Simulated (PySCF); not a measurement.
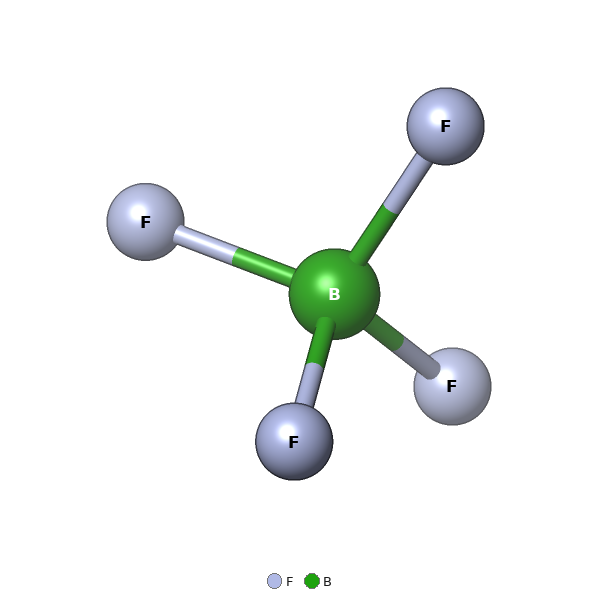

Distant atoms are faded towards the background colour. State: charge −1, singlet. Computed geometry: PBE0-D3(BJ)/def2-SVP optimisation. No frequency run is at hand to confirm it as a minimum.

Which symmetry elements does this geometry have?

It has 4 C3 axes, 3 C2 axes, 3 S4 axes and 6 mirror planes, so the point group is Td. The group has 24 operations. The geometry is achiral, and symmetry forbids a dipole moment.
